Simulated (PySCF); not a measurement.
# C8H14 (allylcyclopentane): the cost of one run

Computed with PySCF 2.14.0 and routines of our own; the level stands in each step. Atoms count from 0.

### 1 The system as given

22 atoms, charge 0, multiplicity 1; geometry from: GFN2-xTB.

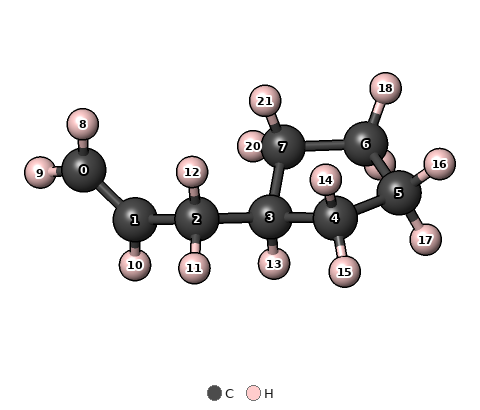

The starting geometry (carbon dark grey, hydrogen pink).

### 2 Relaxing the molecule at PBE0-D3(BJ)/def2-SVP

The job: settings as JSON, then the geometry in Å.

```
{"job": {"xc": "PBE0", "basis": "def2-SVP", "d3": "d3bj", "grid": 2, "kind": "geom"}, "charge": 0, "multiplicity": 1}
C      3.172320    -0.979490    -0.389802
C      2.172061    -0.418602    -1.042297
C      1.318020     0.684344    -0.504823
C     -0.154505     0.275291    -0.441688
C     -1.076288     1.383777     0.068493
C     -2.365033     0.650067     0.449164
C     -1.936150    -0.782668     0.822631
C     -0.428727    -0.858290     0.548231
H      3.450358    -0.660771     0.601677
H      3.760674    -1.774985    -0.814790
H      1.912433    -0.758322    -2.037228
H      1.409127     1.558025    -1.157883
H      1.662063     0.967979     0.492040
H     -0.482960    -0.031371    -1.440436
H     -0.628892     1.845909     0.950731
H     -1.247800     2.162027    -0.674613
H     -2.880035     1.146628     1.270408
H     -3.045581     0.628389    -0.402614
H     -2.156582    -1.007236     1.865446
H     -2.472242    -1.508516     0.211186
H     -0.125608    -1.829307     0.159597
H      0.132936    -0.673492     1.465721
```

Started as:

```sh
OMP_NUM_THREADS=1 python excited_run.py task.json out
```

This one command runs all jobs of the session in turn.

**Question.** How long does this first job take on 1 thread of AMD EPYC 9R45, shared host, and how much memory does it need?

About 42 s, with a peak of 0.83 GiB.
